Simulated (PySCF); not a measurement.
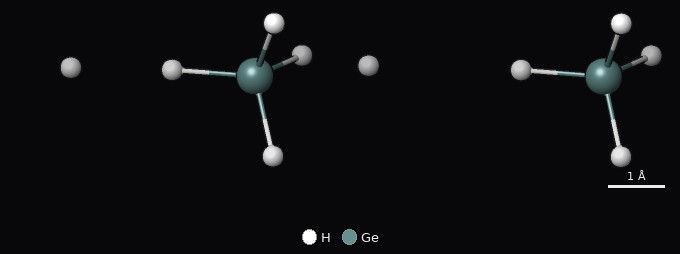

Two geometries of GeH₅ (multiplicity 2) (started from a transition state, displaced along its imaginary mode), drawn at one scale. One is the start of a relaxation, the other its converged end. Style: ball-and-stick. Shown from a free direction.

These are results of UKS PBE0-D4/def2-TZVP, density fitting in PySCF, not measurements. 

Which geometry has the lower energy?

The right one is the relaxed one. Over 6 geometry steps the energy falls by 0.034 eV. An H atom moves most after the best rigid fit: 0.78 Å. By element the largest moves are H 0.78 Å, Ge 0.16 Å. Among the contacts that change: Ge–H 1.516 → 1.534 Å.
